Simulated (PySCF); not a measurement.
# RuH₂: one geometry, several methods

How much do the numbers for RuH₂ (triplet) hang on the method? All levels run at one geometry, the PBE0 minimum.

Program: PySCF 2.14.0. Level of theory: several methods, basis Ru def2-TZVP with ECP28, H def2-TZVP, scalar-relativistic core potentials, no spin–orbit coupling, density fitting. These are calculated values, not measurements.

## (1) Starting geometry

3 atoms, charge 0, spin multiplicity 3.

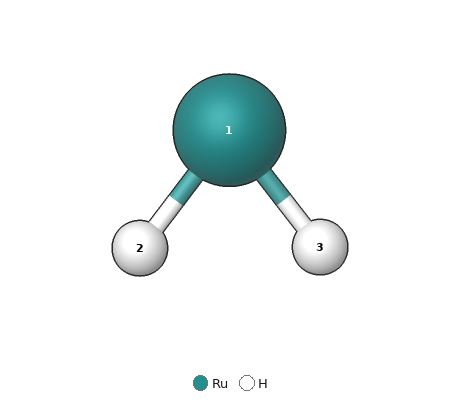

As it starts; ruthenium teal, hydrogen white; atoms are numbered from 1 in the order of the file.

```xyz
3
charge 0 multiplicity 3
Ru    0.0000    0.0000   -0.0240
H     0.9492    0.0000    1.2132
H    -0.9492    0.0000    1.2132
```

## (2) Real-space pictures of the lowest minimum

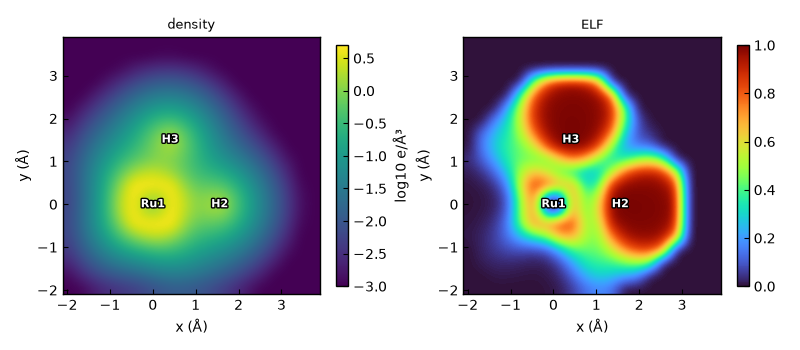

The plane holds Ru1 at (0.00, 0.00), H2 at (1.56, 0.00), H3 at (0.40, 1.51) Å. ELF is set to 0 where the density is under 0.005 e/Å³; an orbital's overall sign is arbitrary. Electrons inside core potentials are absent.

Orbitals, density, ELF and potential are computed afterwards from the orbital file.

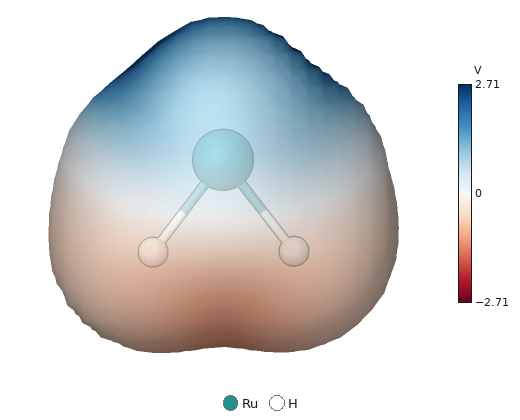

The potential that a unit positive charge feels on the 0.002 e/bohr³ surface, from the 1st to the 99th percentile, from -1.22 to 2.71 V.

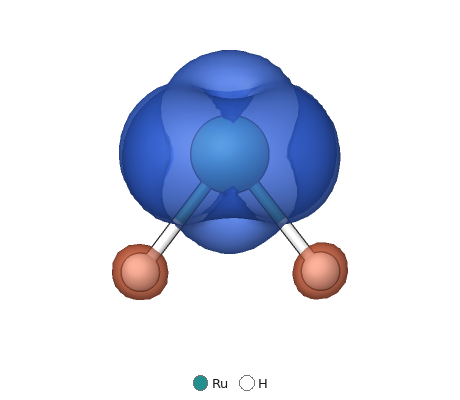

Spin density at ±0.06 e/Å³ (alpha excess blue, beta excess red).

Values on the line from Ru1 (at 0) through H2 (at 1.559 Å):

| distance (Å) | density (e/Å³) | ELF | electrostatic potential (V) | spin density (e/Å³) |
| --- | --- | --- | --- | --- |
| 0.70 | 2.87 | 0.487 | 46.5 | 0.284 |
| 0.86 | 1.47 | 0.353 | 23.6 | 0.111 |
| 1.01 | 1.08 | 0.52 | 14.9 | 0.0233 |
| 1.17 | 1.12 | 0.878 | 16.3 | -0.0286 |
| 1.33 | 1.46 | 0.99 | 34.9 | -0.0773 |
| 1.48 | 2.15 | 0.999 | 155 | -0.145 |
| 1.72 | 1.37 | 1 | 63.3 | -0.103 |
| 1.87 | 0.693 | 0.999 | 20.2 | -0.054 |
| 2.03 | 0.351 | 0.998 | 8 | -0.0283 |
| 2.18 | 0.183 | 0.996 | 3.21 | -0.0152 |
| 2.34 | 0.0981 | 0.994 | 1.1 | -0.00822 |
| 2.49 | 0.0543 | 0.992 | 0.137 | -0.00456 |

Making the fields ran for 0.5 s (2 threads of AMD EPYC 9R45 (Zen 5), shared host).

## (3) PBE0

The steps are one call of a driver around PySCF; scf.py gives each level's set-up. Each SCF starts from the density of the minimum. The driver also runs the species with one electron less or more at the same geometry; their logs are not shown.

Input file scf.py:

```python
from pyscf import gto, scf, dft
mol = gto.M(atom='''
Ru    -0.000000     0.000000    -0.023996
H      0.949218    -0.000000     1.213171
H     -0.949218     0.000000     1.213171''',
    basis={'Ru': 'def2-TZVP', 'H': 'def2-TZVP'},
    ecp={'Ru': 'def2-TZVP'},
    charge=0, spin=2)
mf = dft.UKS(mol, xc='PBE0')
mf.grids.atom_grid = (75, 302)
aux = {'Ru': 'def2-universal-JKFIT', 'H': 'def2-universal-JKFIT'}
mf = mf.density_fit(auxbasis=aux)
mf.conv_tol = 1e-08
mf.diis_space = 10
mf.max_cycle = 60
mf.verbose = 4
mf.kernel()
```

Started as:

```console
OMP_NUM_THREADS=2 python axn.py task.json out
```

The program printed:

```text
init E= -95.9940897150824
[... the frontier-level lines of each cycle are left out ...]
cycle= 1 E= -95.9940897152669  delta_E= -1.85e-10  |g|= 2.22e-05  |ddm|= 3.66e-05
Extra cycle  E= -95.9940897148862  delta_E= 3.81e-10  |g|= 4.38e-05  |ddm|= 4.64e-05
converged SCF energy = -95.9940897148862  <S^2> = 2.0139486  2S+1 = 3.0092847
```

This level, with the species of one electron less or more, took 0.5 s.

| Property | Result |
| --- | --- |
| energy | -95.994090 Eh |
| one electron less (charge +1) | -95.689467 Eh (quartet, ⟨S²⟩ 3.77) |
| one electron more (charge -1) | -96.001944 Eh (doublet, ⟨S²⟩ 1.26) |
| Mulliken charge of Ru1 | +0.02 e |

## (4) HF

scf.py, as its differences from that of step 3:

```diff
@@ -9,2 +9 @@
-mf = dft.UKS(mol, xc='PBE0')
-mf.grids.atom_grid = (75, 302)
+mf = scf.UHF(mol)
```

The program printed:

```text
init E= -95.1917034298212
[... the frontier-level lines of each cycle are left out ...]
cycle= 1 E= -95.2037595902268  delta_E= -0.0121  |g|= 0.0457  |ddm|= 0.164
cycle= 2 E= -95.2061193006193  delta_E= -0.00236  |g|= 0.0246  |ddm|= 0.0567
cycle= 3 E= -95.206949185453  delta_E= -0.00083  |g|= 0.0177  |ddm|= 0.0313
cycle= 4 E= -95.2075744773043  delta_E= -0.000625  |g|= 0.00929  |ddm|= 0.0287
cycle= 5 E= -95.2079363096159  delta_E= -0.000362  |g|= 0.00689  |ddm|= 0.0245
cycle= 6 E= -95.2082015665613  delta_E= -0.000265  |g|= 0.00473  |ddm|= 0.0268
cycle= 7 E= -95.2083862957982  delta_E= -0.000185  |g|= 0.00204  |ddm|= 0.0331
cycle= 8 E= -95.2084161588935  delta_E= -2.99e-05  |g|= 0.000565  |ddm|= 0.0148
cycle= 9 E= -95.2084178237489  delta_E= -1.66e-06  |g|= 0.00023  |ddm|= 0.00327
cycle= 10 E= -95.2084180455984  delta_E= -2.22e-07  |g|= 7.37e-05  |ddm|= 0.00113
cycle= 11 E= -95.2084180715989  delta_E= -2.6e-08  |g|= 4.27e-05  |ddm|= 0.000459
cycle= 12 E= -95.2084180811343  delta_E= -9.54e-09  |g|= 3.26e-05  |ddm|= 0.000176
Extra cycle  E= -95.2084180840412  delta_E= -2.91e-09  |g|= 2.89e-05  |ddm|= 4.29e-05
converged SCF energy = -95.2084180840412  <S^2> = 2.1180514  2S+1 = 3.0776948
```

This level, with the species of one electron less or more, took under 0.5 s.

| Item | Value |
| --- | --- |
| energy | -95.208418 Eh |
| one electron less (charge +1) | -94.955466 Eh (quartet, ⟨S²⟩ 3.91) |
| one electron more (charge -1) | -95.197088 Eh (doublet, ⟨S²⟩ 1.79) |
| Mulliken charge of Ru1 | +0.21 e |

## (5) PBE

scf.py, as its differences from that of step 4:

```diff
@@ -9 +9,2 @@
-mf = scf.UHF(mol)
+mf = dft.UKS(mol, xc='PBE')
+mf.grids.atom_grid = (75, 302)
```

The program printed:

```text
init E= -96.0289400467017
[... the frontier-level lines of each cycle are left out ...]
cycle= 1 E= -96.0305339803205  delta_E= -0.00159  |g|= 0.0256  |ddm|= 0.113
cycle= 2 E= -96.0302278602729  delta_E= 0.000306  |g|= 0.0377  |ddm|= 0.0625
cycle= 3 E= -96.0309225388059  delta_E= -0.000695  |g|= 0.00834  |ddm|= 0.0327
cycle= 4 E= -96.030948125943  delta_E= -2.56e-05  |g|= 0.00232  |ddm|= 0.00676
cycle= 5 E= -96.0309517945636  delta_E= -3.67e-06  |g|= 0.000614  |ddm|= 0.00275
cycle= 6 E= -96.0309521984748  delta_E= -4.04e-07  |g|= 0.000255  |ddm|= 0.00126
cycle= 7 E= -96.0309522390452  delta_E= -4.06e-08  |g|= 3.12e-05  |ddm|= 0.00033
cycle= 8 E= -96.0309522398798  delta_E= -8.35e-10  |g|= 8.19e-06  |ddm|= 6.24e-05
Extra cycle  E= -96.0309522398317  delta_E= 4.8e-11  |g|= 1.37e-05  |ddm|= 1.91e-05
converged SCF energy = -96.0309522398317  <S^2> = 2.0079664  2S+1 = 3.0053063
```

This level, with the species of one electron less or more, took 1.5 s.

* energy: -96.030952 Eh
* one electron less (charge +1): -95.720520 Eh (quartet, ⟨S²⟩ 3.76)
* one electron more (charge -1): -96.047164 Eh (doublet, ⟨S²⟩ 0.91)
* Mulliken charge of Ru1: -0.02 e

## (6) B3LYP

scf.py, as its differences from that of step 5:

```diff
@@ -9 +9 @@
-mf = dft.UKS(mol, xc='PBE')
+mf = dft.UKS(mol, xc='B3LYP')
```

The program printed:

```text
init E= -96.0484417506152
[... the frontier-level lines of each cycle are left out ...]
cycle= 1 E= -96.0490648647689  delta_E= -0.000623  |g|= 0.00933  |ddm|= 0.0726
cycle= 2 E= -96.0489989239217  delta_E= 6.59e-05  |g|= 0.017  |ddm|= 0.0209
cycle= 3 E= -96.0491138504176  delta_E= -0.000115  |g|= 0.00242  |ddm|= 0.0119
cycle= 4 E= -96.0491170482995  delta_E= -3.2e-06  |g|= 0.00124  |ddm|= 0.00271
cycle= 5 E= -96.0491189694482  delta_E= -1.92e-06  |g|= 0.000429  |ddm|= 0.00209
cycle= 6 E= -96.0491205734301  delta_E= -1.6e-06  |g|= 0.000209  |ddm|= 0.00335
cycle= 7 E= -96.0491210737786  delta_E= -5e-07  |g|= 8.7e-05  |ddm|= 0.00234
cycle= 8 E= -96.0491211518747  delta_E= -7.81e-08  |g|= 3.32e-05  |ddm|= 0.000993
cycle= 9 E= -96.0491211599653  delta_E= -8.09e-09  |g|= 8.09e-06  |ddm|= 0.000363
Extra cycle  E= -96.0491211600082  delta_E= -4.28e-11  |g|= 1.25e-05  |ddm|= 2.18e-05
converged SCF energy = -96.0491211600082  <S^2> = 2.0113083  2S+1 = 3.0075294
```

This level, with the species of one electron less or more, ran for 1.5 s (2 threads of AMD EPYC 9R45 (Zen 5), shared host).

| Item | Value |
| --- | --- |
| energy | -96.049121 Eh |
| one electron less (charge +1) | -95.737457 Eh (quartet, ⟨S²⟩ 3.76) |
| one electron more (charge -1) | -96.063957 Eh (doublet, ⟨S²⟩ 1.08) |
| Mulliken charge of Ru1 | +0.06 e |

## (7) r2SCAN

scf.py, as its differences from that of step 6:

```diff
@@ -9,2 +9,2 @@
-mf = dft.UKS(mol, xc='B3LYP')
-mf.grids.atom_grid = (75, 302)
+mf = dft.UKS(mol, xc='R2SCAN')
+mf.grids.atom_grid = (90, 434)
```

The program printed:

```text
init E= -96.0461102431321
[... the frontier-level lines of each cycle are left out ...]
cycle= 1 E= -96.0469604248358  delta_E= -0.00085  |g|= 0.0106  |ddm|= 0.0881
cycle= 2 E= -96.0467266489776  delta_E= 0.000234  |g|= 0.0255  |ddm|= 0.0232
cycle= 3 E= -96.0470157976648  delta_E= -0.000289  |g|= 0.0019  |ddm|= 0.0175
cycle= 4 E= -96.0470177405322  delta_E= -1.94e-06  |g|= 0.00105  |ddm|= 0.00276
cycle= 5 E= -96.0470184637901  delta_E= -7.23e-07  |g|= 0.000285  |ddm|= 0.00158
cycle= 6 E= -96.0470186077231  delta_E= -1.44e-07  |g|= 7.07e-05  |ddm|= 0.00104
cycle= 7 E= -96.0470186247648  delta_E= -1.7e-08  |g|= 3.4e-05  |ddm|= 0.000438
cycle= 8 E= -96.0470186259863  delta_E= -1.22e-09  |g|= 8.36e-06  |ddm|= 9.65e-05
Extra cycle  E= -96.0470186258381  delta_E= 1.48e-10  |g|= 2.16e-05  |ddm|= 2.6e-05
converged SCF energy = -96.0470186258381  <S^2> = 2.0140874  2S+1 = 3.0093769
```

This level, with the species of one electron less or more, took 3.4 s.

```
energy                        : -96.047019 Eh
one electron less (charge +1) : -95.742322 Eh (quartet, ⟨S²⟩ 3.77)
one electron more (charge -1) : -96.057736 Eh (doublet, ⟨S²⟩ 1.25)
Mulliken charge of Ru1        : +0.03 e
```

## (8) TPSSh

scf.py, as its differences from that of step 7:

```diff
@@ -9 +9 @@
-mf = dft.UKS(mol, xc='R2SCAN')
+mf = dft.UKS(mol, xc='TPSSH')
```

The program printed:

```text
init E= -95.9833822985574
[... the frontier-level lines of each cycle are left out ...]
cycle= 1 E= -95.9834268718944  delta_E= -4.46e-05  |g|= 0.036  |ddm|= 0.0566
cycle= 2 E= -95.9806200435565  delta_E= 0.00281  |g|= 0.0897  |ddm|= 0.0871
cycle= 3 E= -95.9840703553853  delta_E= -0.00345  |g|= 0.00305  |ddm|= 0.0569
cycle= 4 E= -95.9840815823499  delta_E= -1.12e-05  |g|= 0.00114  |ddm|= 0.00567
cycle= 5 E= -95.984086412357  delta_E= -4.83e-06  |g|= 0.000781  |ddm|= 0.00553
cycle= 6 E= -95.9840879646678  delta_E= -1.55e-06  |g|= 0.0002  |ddm|= 0.00382
cycle= 7 E= -95.9840880669667  delta_E= -1.02e-07  |g|= 6.52e-05  |ddm|= 0.00103
cycle= 8 E= -95.9840880731242  delta_E= -6.16e-09  |g|= 1.2e-05  |ddm|= 0.000202
Extra cycle  E= -95.9840880734334  delta_E= -3.09e-10  |g|= 1.36e-05  |ddm|= 3.36e-05
converged SCF energy = -95.9840880734334  <S^2> = 2.0143539  2S+1 = 3.0095541
```

This level, with the species of one electron less or more, took 3.8 s.

- energy: -95.984088 Eh
- one electron less (charge +1): -95.676341 Eh (quartet, ⟨S²⟩ 3.77)
- one electron more (charge -1): -95.991474 Eh (doublet, ⟨S²⟩ 1.16)
- Mulliken charge of Ru1: +0.05 e

## (9) M06-2X

scf.py, as its differences from that of step 8:

```diff
@@ -9 +9 @@
-mf = dft.UKS(mol, xc='TPSSH')
+mf = dft.UKS(mol, xc='M062X')
```

The program printed:

```text
init E= -95.8902552675671
[... the frontier-level lines of each cycle are left out ...]
cycle= 1 E= -95.8923831102247  delta_E= -0.00213  |g|= 0.0154  |ddm|= 0.0998
cycle= 2 E= -95.8924609949048  delta_E= -7.79e-05  |g|= 0.0164  |ddm|= 0.032
cycle= 3 E= -95.8925614295703  delta_E= -0.0001  |g|= 0.00356  |ddm|= 0.013
cycle= 4 E= -95.8925774966148  delta_E= -1.61e-05  |g|= 0.00176  |ddm|= 0.00639
cycle= 5 E= -95.8925831671215  delta_E= -5.67e-06  |g|= 0.000763  |ddm|= 0.00381
cycle= 6 E= -95.892585729381  delta_E= -2.56e-06  |g|= 0.000342  |ddm|= 0.00332
cycle= 7 E= -95.8925864138245  delta_E= -6.84e-07  |g|= 0.000183  |ddm|= 0.00157
cycle= 8 E= -95.8925867299167  delta_E= -3.16e-07  |g|= 0.000102  |ddm|= 0.00121
cycle= 9 E= -95.8925868500718  delta_E= -1.2e-07  |g|= 5.09e-05  |ddm|= 0.000875
cycle= 10 E= -95.8925868759465  delta_E= -2.59e-08  |g|= 1.81e-05  |ddm|= 0.00049
cycle= 11 E= -95.892586878754  delta_E= -2.81e-09  |g|= 6.59e-06  |ddm|= 0.000153
Extra cycle  E= -95.8925868789035  delta_E= -1.49e-10  |g|= 4.43e-06  |ddm|= 1.97e-05
converged SCF energy = -95.8925868789035  <S^2> = 2.0132798  2S+1 = 3.0088402
```

This level, with the species of one electron less or more, took 4.2 s.

* energy: -95.892587 Eh
* one electron less (charge +1): -95.589187 Eh (quartet, ⟨S²⟩ 3.76)
* one electron more (charge -1): -95.904345 Eh (doublet, ⟨S²⟩ 1.36)
* Mulliken charge of Ru1: -0.00 e

## (10) HSE06

scf.py, as its differences from that of step 9:

```diff
@@ -9,2 +9,2 @@
-mf = dft.UKS(mol, xc='M062X')
-mf.grids.atom_grid = (90, 434)
+mf = dft.UKS(mol, xc='HSE06')
+mf.grids.atom_grid = (75, 302)
```

The program printed:

```text
init E= -95.9926759690982
[... the frontier-level lines of each cycle are left out ...]
cycle= 1 E= -95.992698393583  delta_E= -2.24e-05  |g|= 0.00285  |ddm|= 0.0145
cycle= 2 E= -95.9926931581267  delta_E= 5.24e-06  |g|= 0.0048  |ddm|= 0.00606
cycle= 3 E= -95.9927018254756  delta_E= -8.67e-06  |g|= 0.000882  |ddm|= 0.00351
cycle= 4 E= -95.9927021614505  delta_E= -3.36e-07  |g|= 0.000251  |ddm|= 0.00076
cycle= 5 E= -95.9927021997123  delta_E= -3.83e-08  |g|= 3.91e-05  |ddm|= 0.000253
cycle= 6 E= -95.992702207911  delta_E= -8.2e-09  |g|= 2.16e-05  |ddm|= 0.000182
Extra cycle  E= -95.9927022104779  delta_E= -2.57e-09  |g|= 1.96e-05  |ddm|= 8.8e-05
converged SCF energy = -95.9927022104779  <S^2> = 2.0141589  2S+1 = 3.0094245
```

This level, with the species of one electron less or more, ran for 2.4 s (2 threads of AMD EPYC 9R45 (Zen 5), shared host).

* energy: -95.992702 Eh
* one electron less (charge +1): -95.687482 Eh (quartet, ⟨S²⟩ 3.77)
* one electron more (charge -1): -96.001774 Eh (doublet, ⟨S²⟩ 1.23)
* Mulliken charge of Ru1: +0.03 e

## (11) Comparison of the levels

| level | atomisation energy (kJ/mol) | vertical ionisation energy (eV) | vertical electron affinity (eV) | −ε(HOMO) (eV) | gap (eV) | dipole (D) | wall time |
| --- | --- | --- | --- | --- | --- | --- | --- |
| PBE0 | 519 | 8.29 | 0.21 | 5.75 | 3.79 | 2.85 | 0.5 s |
| HF | 230 | 6.88 | -0.31 | 9.16 | 9.68 | 3.98 | under 0.5 s |
| PBE | 563 | 8.45 | 0.44 | 4.27 | 0.77 | 2.44 | 1.5 s |
| B3LYP | 541 | 8.48 | 0.40 | 5.57 | 3.07 | 2.75 | 1.5 s |
| r2SCAN | 550 | 8.29 | 0.29 | 4.43 | 1.63 | 2.67 | 3.4 s |
| TPSSh | 554 | 8.37 | 0.20 | 5.00 | 2.44 | 2.87 | 3.8 s |
| M06-2X | 509 | 8.26 | 0.32 | 7.29 | 4.96 | 2.83 | 4.2 s |
| HSE06 | 516 | 8.31 | 0.25 | 5.36 | 2.99 | 2.82 | 2.4 s |

Times are for 2 threads of AMD EPYC 9R45 (Zen 5), shared host; PBE0 starts from its own converged density, so its time is not comparable. A dash stands where a species or a free atom was not run at that level, or the quantity is not defined.

Atomisation goes to high-spin atoms in their ground configurations, run at the same level, without zero-point energy.

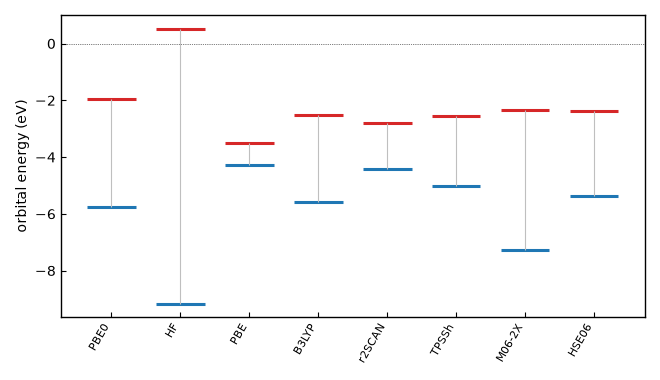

Highest occupied (blue) and lowest empty (red) levels by method.

## (12) What came out

| quantity | value |
| --- | --- |
| atomisation energy, range | 230 (HF) to 563 (PBE) kJ/mol |
| vertical ionisation energy, range | 6.88 (HF) to 8.48 (B3LYP) eV |
| vertical electron affinity, range | -0.31 (HF) to 0.44 (PBE) eV |
| orbital gap, range | 0.77 (PBE) to 9.68 (HF) eV |

What this shows: The atomisation energy spreads over 333 kJ/mol, from HF to PBE; without a CCSD(T) value for it there is no yardstick here. Spin contamination is strong in at least one of the open-shell species at PBE0, HF, B3LYP, r2SCAN, TPSSh, M06-2X, HSE06. Without diffuse functions electron affinities tend to come out too low. This is the lowest SCF solution found for this spin; with open d or f shells other occupations or spin states may lie lower.
